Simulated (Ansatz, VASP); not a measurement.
# CuI (Marshite): VASP beside Ansatz, part 2 of 2

One calculation is typed for both programs; each brings its own data sets. How far apart do they land?  Valence electrons are named where the data sets of a main pair hold unlike numbers.

VASP 6.6.1 and Ansatz 0.2.0.

So far. Step 2 (VASP: band structure, LDA, spin-orbit coupling): The run ends at a pressure of -4.64 GPa.

The database entry behind the starting cell differs from later determinations by our own check (about 0.15 % long (mineral sample)), so it need not match the best structure at ambient conditions.

## (3) Ansatz: band structure, LDA, spin-orbit coupling

Level of this step: Ansatz beside VASP: Kohn-Sham DFT, plane waves, LDA, spin-orbit coupling (Ansatz).

Ansatz runs on its fully relativistic PAW (standard-fr) files.

The same cell, functional (in two slightly different forms), mesh and smearing now go to Ansatz, which takes its cutoff from its data sets.

Input file input.yaml:

```yaml
crystal:
  lattice:
    - [0.0, 3.0315, 3.0315]
    - [3.0315, 0.0, 3.0315]
    - [3.0315, 3.0315, 0.0]
  atoms:
    - { symbol: I, position: [0.0, 0.0, 0.0] }
    - { symbol: Cu, position: [0.75, 0.75, 0.75] }
hamiltonian:
  xc: lda
  pseudopotentials: { kind: paw_fr }
magnetization:
  noncollinear: true
  spin_orbit: true
kpoints:
  mp_grid: { grid: [6, 6, 6] }
  band_path:
    path:
      - [0.0, 0.0, 0.0]
      - [0.18182, 0.0, 0.18182]
      - [0.36364, 0.0, 0.36364]
      - [0.5, 0.0, 0.5]
      - [0.5, 0.09091, 0.59091]
      - [0.5, 0.18182, 0.68182]
      - [0.5, 0.25, 0.75]
      - [0.45455, 0.29545, 0.75]
      - [0.40909, 0.34091, 0.75]
      - [0.375, 0.375, 0.75]
      - [0.20455, 0.20455, 0.40909]
      - [0.06818, 0.06818, 0.13636]
      - [0.04545, 0.04545, 0.04545]
      - [0.22727, 0.22727, 0.22727]
      - [0.40909, 0.40909, 0.40909]
      - [0.51136, 0.47727, 0.51136]
      - [0.55682, 0.38636, 0.55682]
      - [0.60227, 0.29545, 0.60227]
      - [0.61364, 0.25, 0.63636]
      - [0.56818, 0.25, 0.68182]
      - [0.51136, 0.25, 0.73864]
      - [0.5, 0.29545, 0.70455]
      - [0.5, 0.38636, 0.61364]
      - [0.5, 0.47727, 0.52273]
      - [0.47727, 0.47727, 0.54545]
      - [0.43182, 0.43182, 0.63636]
      - [0.38636, 0.38636, 0.72727]
      - [0.60227, 0.20455, 0.60227]
      - [0.55682, 0.11364, 0.55682]
      - [0.5, 0.0, 0.5]
    npoints: 1
scf:
  occupations: { method: gaussian, width: 0.01 }
  n_extra_bands: 14
output:
  forces: true
  stress: true
  eigenvalues: true
  write_density: true
  write_potential: true
  elf: true
  volumetric_format: npy
```

On the command line:

```console
> ansatz run input.yaml --threads 2 --pin off --max-ram 4608MiB --backend cpu --events-out ev --progress --plain --runs-dir out
```

Numbers of over 12 decimals in the logs are rounded to 6 here.

Output:

```text
scf.n_extra_bands = 14 over 36 filled bands (N_el = 36.0): the run solves 50 bands
Engine: ansatz 0.2.0, aarch64-unknown-linux-gnu
Pseudopotentials: kind: paw_fr
Pseudopotential: I, paw_fr, valence charge 17, recommended cutoff 420 eV (normal), I.paw.azcp#standard-fr
Pseudopotential: Cu, paw_fr, valence charge 19, recommended cutoff 420 eV (normal), Cu.paw.azcp#standard-fr
Functional definition: SPW92
  exchange = slater_x
  correlation = pw_c
non-collinear run that drives no moment, with spin-orbit: no starting moment large enough to seed its density (crystal.atoms[].spin), no starting occupations that ask for one, no magnetisation constraint and no magnetic field, so the semilocal B_xc is pinned to zero
Crystal: 2 atoms, lattice volume = 55.719 Å³
Basis set: ecut = 420 eV, 1067 PW (Γ)
Bands: 50, of which v1, the nominal top of the filled ones, is band 36 counted from 1 (35 counted from 0)
Symmetry: 24 space group operations + 24 with time reversal
Magnetic group: BNS 216.75 (UNI 1577), of the structure as read, at distance tolerance 3.8e-5 Å
k-points: 16 of 216 (time reversal used)
Projection manifold: j_resolved (fully-relativistic pseudo-atomic orbitals)
Non-local potential: I, projectors of the file, l = 0: 2, l = 1: 4, l = 2: 4, l = 3: 4
Non-local potential: Cu, projectors of the file, l = 0: 3, l = 1: 4, l = 2: 6, l = 3: 2
PAW form: soft (Blöchl's): semilocal exchange-correlation on the pseudo side does not see the compensation charge
PAW frozen core: I, regenerated for the run's functional, and the local potential with it (the file was generated under x = pbe(κ = 0.804, μ = 0.219515), c = pbe(β = 0.066725))
PAW frozen core: Cu, regenerated for the run's functional, and the local potential with it (the file was generated under x = pbe(κ = 0.804, μ = 0.219515), c = pbe(β = 0.066725))
PAW one-centre angular grid: I, 590 points (default); XC on 64 Gauss nodes
PAW one-centre angular grid: Cu, 590 points (default); XC on 64 Gauss nodes
Initial density: superposition of atomic densities (chi_scale 0.1, normalization cell, long waves kept (reshape's long-wave potential 0.00 eV rms))
Initial wavefunctions: pseudopotential atomic-orbital guess
Functional: x = slater, c = lda
SCF iter   1: F=—  HF=-13915.906919 eV  |F-HF|=—  |Δ(HF+E_count)|=         —  Δρ=6.91e-2  dr2=3.10e0  dr2_m=0.00e0 (ungated)  ethr=3.10e-3  |M|=0.00e0 ∫|m|=0.00e0 μB  |m|>n=0.0e0 m-floor=0.0e0 τ_xc=0.0e0  β_m=0.30  ⟨swp⟩=9.4  Hψ=4468  notcnv=0  defer=35
preconditioner: auto → none  [insulator: Δε(μ)=1.019 eV  Ē_g=12.161 eV  σ=0.010 eV  W_gap=1.00  n_scr=14 (ndim 8)  ℏωp=21.1 eV  f_vac=0.154  D(μ)=0.00/eV (n_scr^D=0)  ε∞_Penn≈4.0]
SCF iter   2: F=—  HF=-13915.082085 eV  |F-HF|=—  |Δ(HF+E_count)|=   8.25e-1  Δρ=3.89e-2  dr2=4.35e-1  dr2_m=0.00e0 (ungated)  ethr=3.10e-3  |M|=0.00e0 ∫|m|=0.00e0 μB  |m|>n=0.0e0 m-floor=0.0e0 τ_xc=0.0e0  β_m=0.28  ⟨swp⟩=3.9  Hψ=1714  notcnv=0  defer=126
SCF iter   3: F=—  HF=-13914.970190 eV  |F-HF|=—  |Δ(HF+E_count)|=   1.12e-1  Δρ=1.05e-2  dr2=9.03e-2  dr2_m=0.00e0 (ungated)  ethr=1.21e-3  |M|=0.00e0 ∫|m|=0.00e0 μB  |m|>n=0.0e0 m-floor=0.0e0 τ_xc=0.0e0  β_m=0.35  ⟨swp⟩=2.0  Hψ=1238  notcnv=0  defer=126
SCF iter   4: F=—  HF=-13914.962366 eV  |F-HF|=—  |Δ(HF+E_count)|=   7.82e-3  Δρ=8.14e-3  dr2=1.79e-2  dr2_m=0.00e0 (ungated)  ethr=2.51e-4  |M|=0.00e0 ∫|m|=0.00e0 μB  |m|>n=0.0e0 m-floor=0.0e0 τ_xc=0.0e0  β_m=0.65  ⟨swp⟩=3.0  Hψ=1152  notcnv=0  defer=126
SCF iter   5: F=—  HF=-13914.974446 eV  |F-HF|=—  |Δ(HF+E_count)|=   1.21e-2  Δρ=1.46e-3  dr2=8.65e-4  dr2_m=0.00e0 (ungated)  ethr=4.98e-5  |M|=0.00e0 ∫|m|=0.00e0 μB  |m|>n=0.0e0 m-floor=0.0e0 τ_xc=0.0e0  β_m=0.63  ⟨swp⟩=2.0  Hψ=1314  notcnv=0  defer=126
SCF iter   6: F=—  HF=-13914.974476 eV  |F-HF|=—  |Δ(HF+E_count)|=   2.96e-5  Δρ=9.82e-4  dr2=4.99e-4  dr2_m=0.00e0 (ungated)  ethr=2.40e-6  |M|=0.00e0 ∫|m|=0.00e0 μB  |m|>n=0.0e0 m-floor=0.0e0 τ_xc=0.0e0  β_m=0.78  ⟨swp⟩=2.1  Hψ=1350  notcnv=0  defer=126
SCF iter   7: F=—  HF=-13914.974367 eV  |F-HF|=—  |Δ(HF+E_count)|=   1.09e-4  Δρ=5.76e-5  dr2=8.37e-7  dr2_m=0.00e0 (ungated)  ethr=1.39e-6  |M|=0.00e0 ∫|m|=0.00e0 μB  |m|>n=0.0e0 m-floor=0.0e0 τ_xc=0.0e0  β_m=0.79  ⟨swp⟩=2.0  Hψ=938  notcnv=0  defer=126
SCF iter   8: F=—  HF=-13914.974366 eV  |F-HF|=—  |Δ(HF+E_count)|=   2.78e-7  Δρ=4.70e-5  dr2=9.78e-7  dr2_m=0.00e0 (ungated)  ethr=2.78e-10  |M|=0.00e0 ∫|m|=0.00e0 μB  |m|>n=0.0e0 m-floor=0.0e0 τ_xc=0.0e0  β_m=0.69  ⟨swp⟩=18.4  Hψ=7259  notcnv=0
SCF iter   9: F=-13914.974366 eV  HF=-13914.974366 eV  |F-HF|=5.56e-9  |Δ(HF+E_count)|=   2.03e-7  Δρ=3.72e-6  dr2=6.69e-9  dr2_m=0.00e0 (ungated)  ethr=2.78e-10  |M|=0.00e0 ∫|m|=0.00e0 μB  |m|>n=0.0e0 m-floor=0.0e0 τ_xc=0.0e0  ⟨swp⟩=8.1  Hψ=4915  notcnv=0
SCF 1 converged in 9 iterations: F = -13914.974366 eV  dr2 = 6.69e-9
  greatest PAW one-centre occupation: 1.000 electrons in one spin orbital (limit 2), on the Cu atom at site 1 (counted from 0), in its partial waves of l = 0
NSCF: frozen V_eff on 30 k-points
SCF converged after 9 iterations
Magnetization: |M| = 0.0000 μB,  M = (+0.0000, +0.0000, +0.0000) μB
Absolute magnetization: 0.0000 μB (∫|m|)
  site 0: m = (+0.0000, +0.0000, +0.0000) μB, |m| = 0.0000 μB  (R = 1.08 Å)
  site 1: m = (+0.0000, +0.0000, +0.0000) μB, |m| = 0.0000 μB  (R = 1.08 Å)
Free energy (F): -13914.974366 eV
Harris-Foulkes:  -13914.974366 eV  (|F-HF|=5.56e-9)
Internal energy: -13914.974366 eV  (E = F + TS)
E sigma→0 (E₀):  -13914.974366 eV
Fermi energy:    8.332722 eV
--- Per-component energies (eV) ---
  E_band       = -876.204787
  E_kinetic    = 491.094093
  E_local      = -7631.061165  (includes V_loc(G=0)·N_el)
  E_nonlocal   = 322.508821
  E_hartree    = 3538.693652
  E_xc         = -214.165960
  E_vxc        = -241.274655  (∫ρ·V_xc dr)
  E_paw        = -6269.153151  (= ΣΔE_a)
  E_vpaw       = -894.864018  (= ΣTr[D̂ρ^β])
  E_aug_tail   = 0.000298  (compensation charges beyond the density's cutoff)
  E_ewald      = -4154.131452
  E_core_change = 1.240498  (= ΣΔE_core)
  E_smearing   = -0.000000  (= −TS)
  E_closure    = 0.000000  (closes the sum)
  Σ components = -13914.974366   (vs F -13914.974366, Δ=0.00e0)
--- Forces (eV/Å), atoms counted from 1 ---
  atom   1  I     -0.00000000     0.00000000     0.00000000
  atom   2  Cu     0.00000000    -0.00000000    -0.00000000
  max |Σ_I F_I| component: 2.08e-17 eV/Å
--- Stress (GPa, compression-positive) ---
       -4.327607       0.000000      -0.000000
       -0.000000      -4.327607       0.000000
       -0.000000       0.000000      -4.327607
  P = ⅓ Tr σ = -4.3276 GPa (-43.276 kbar)
--- Band table (eV; the first three rows and the last of 16) ---
  k-point 0: bands = [... 32 lower, 7.9480, 7.9480, 7.9480, 7.9480, 8.7173, 8.7173, 12.5912, 12.5912, ... 10 higher]
  k-point 1: bands = [... 32 lower, 7.4595, 7.4595, 7.7006, 7.7510, 9.7049, 9.7049, 12.5878, 12.5878, ... 10 higher]
  k-point 2: bands = [... 32 lower, 7.1366, 7.1366, 7.2994, 7.3609, 9.8971, 9.8971, 13.2214, 13.2214, ... 10 higher]
  k-point 15: bands = [... 32 lower, 6.1445, 6.1636, 6.4181, 6.5019, 11.4196, 11.5576, 11.6286, 11.7422, ... 10 higher]
```

Wall time 26 s (2 threads of Arm Neoverse N1, shared host); peak memory 0.52 GiB.

## (4) Side by side

Known differences besides the potentials themselves: spin-orbit coupling enters by fully relativistic files in Ansatz and inside the spheres in VASP; the two LDA forms differ slightly; the data sets hold 36 valence electrons in Ansatz (on its fully relativistic PAW (standard-fr) files) and 18 in VASP; the cutoff is 420 eV in Ansatz and 440 eV in VASP; VASP's log shows a relativistic correction to its local exchange, Ansatz's none. Total energies have different zeros and are not compared.

The two programs side by side:

| quantity | Ansatz | VASP | difference |
| --- | --- | --- | --- |
| gap over the path points (eV) | 0.769 | 0.793 | -0.024 |

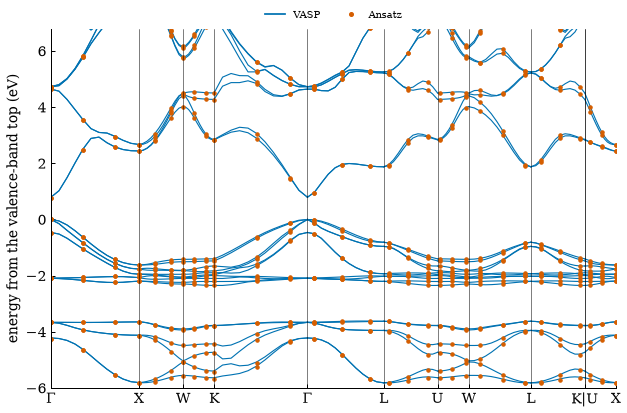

Bands from VASP (lines) and levels from Ansatz (dots). Dots without a line are higher empty bands that the VASP plot leaves out.

Levels at points of the path, from each program's valence-band top (eV; 8 filled, then empty):

| k (reciprocal lattice) | Ansatz | VASP |
| --- | --- | --- |
| 0.000 0.000 0.000 | -2.08 -2.08 -0.47 -0.47 0.00 0.00 0.00 0.00 0.77 0.77 4.64 4.64 4.73 4.73 | -2.09 -2.09 -0.46 -0.46 0.00 0.00 0.00 0.00 0.79 0.79 4.64 4.64 4.73 4.73 |
| 0.182 0.000 0.182 | -2.06 -2.06 -1.05 -1.05 -0.83 -0.83 -0.63 -0.63 2.49 2.49 3.55 3.55 5.77 5.77 | -2.06 -2.06 -1.05 -1.05 -0.83 -0.83 -0.63 -0.63 2.51 2.51 3.55 3.55 5.77 5.77 |
| 0.364 0.000 0.364 | -2.02 -2.02 -1.70 -1.70 -1.56 -1.56 -1.42 -1.42 2.58 2.58 2.95 2.95 7.52 7.52 | -2.03 -2.03 -1.71 -1.71 -1.56 -1.56 -1.43 -1.43 2.58 2.58 2.96 2.96 7.53 7.53 |
| 0.500 0.000 0.500 | -2.06 -2.06 -1.94 -1.94 -1.76 -1.76 -1.61 -1.61 2.44 2.44 2.66 2.66 8.66 8.66 | -2.07 -2.07 -1.95 -1.95 -1.76 -1.76 -1.62 -1.62 2.44 2.44 2.67 2.67 8.67 8.67 |
| 0.500 0.091 0.591 | -2.12 -1.99 -1.97 -1.94 -1.80 -1.74 -1.59 -1.53 2.79 2.82 2.95 3.06 7.84 8.03 | -2.13 -2.00 -1.98 -1.95 -1.81 -1.75 -1.60 -1.54 2.80 2.82 2.96 3.07 7.85 8.04 |
| 0.500 0.182 0.682 | -2.10 -2.03 -2.02 -1.94 -1.81 -1.79 -1.52 -1.44 3.61 3.79 3.87 3.96 6.52 6.55 | -2.11 -2.04 -2.03 -1.95 -1.81 -1.80 -1.53 -1.44 3.62 3.80 3.87 3.97 6.53 6.56 |
| 0.500 0.250 0.750 | -2.09 -2.05 -2.05 -1.94 -1.81 -1.80 -1.50 -1.41 4.00 4.40 4.46 4.49 5.74 5.79 | -2.10 -2.06 -2.05 -1.95 -1.82 -1.81 -1.50 -1.42 4.02 4.41 4.47 4.50 5.74 5.80 |
| 0.455 0.295 0.750 | -2.09 -2.05 -2.00 -1.92 -1.84 -1.75 -1.49 -1.41 3.60 3.78 4.32 4.53 6.10 6.21 | -2.10 -2.06 -2.01 -1.93 -1.85 -1.76 -1.50 -1.41 3.61 3.79 4.33 4.54 6.11 6.21 |
| 0.409 0.341 0.750 | -2.09 -2.00 -1.97 -1.89 -1.84 -1.68 -1.48 -1.40 2.99 3.05 4.28 4.50 6.85 7.06 | -2.10 -2.01 -1.98 -1.89 -1.85 -1.68 -1.48 -1.40 2.99 3.06 4.29 4.52 6.86 7.06 |
| 0.375 0.375 0.750 | -2.09 -1.99 -1.96 -1.89 -1.82 -1.65 -1.47 -1.40 2.83 2.85 4.26 4.50 7.22 7.23 | -2.10 -2.00 -1.96 -1.90 -1.83 -1.66 -1.48 -1.40 2.83 2.85 4.28 4.50 7.22 7.24 |

Among the levels compared at these points, filled levels agree within 9 meV and empty ones within 24 meV. Not compared: the pressure (VASP's GW data sets at this cutoff don't carry it).

## (5) What came out

```yaml
largest_difference_of_a_filled_level_at_the_path_points_band_structure_lda_spin_orbit_coupling: 8.6 meV
```

What this shows: The largest difference of a filled level at the path points is 8.6 meV (band structure, LDA, spin-orbit coupling), within the 80 meV picked in this series as the mark of a large difference. The data sets hold unlike numbers of valence electrons (36 in Ansatz and 18 in VASP), so part of the differences comes from the potentials. How closely two codes agree says nothing of how well the functional describes the real material.

[Lines on the potential files, build, host, timing and source positions are cut from VASP's logs without a mark.]

[Logs are printed without paths, hosts, clocks, repeated set-up lines and the standing remarks that a program may print on its own settings, such as how far it seeks lower states.]

[Hosts, paths, dates, database ids (printed as entryN), source tags and the programs' standing remarks are cut or masked in the printed files.]
